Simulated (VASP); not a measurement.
Band structure of YCuTe₂ (space group P2/m). Method: LDA (Ceperley-Alder, Perdew-Zunger), VASP's LDA PAW potentials (set 64) (plane waves; VASP 6.6.1).

Unless said otherwise, spin-orbit coupling is left out, though it shifts the bands of the heavy elements here.

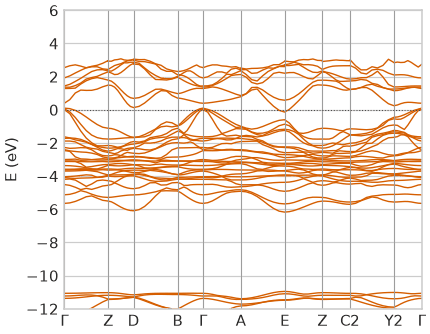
Figure: Bands along high-symmetry lines, zero at the valence-band maximum or, without a gap, the Fermi level

### Question
Read the plot: is there a gap, and where are the band edges?

### Answer
It has no gap at this level: it comes out as a metal or semimetal. (Edges off the drawn lines would not show.)

The structure comes from a computed database's YCuTe2 entry (P2/m); how it stands against other phases isn't given here. It was relaxed first, which changed the volume by -8 %.
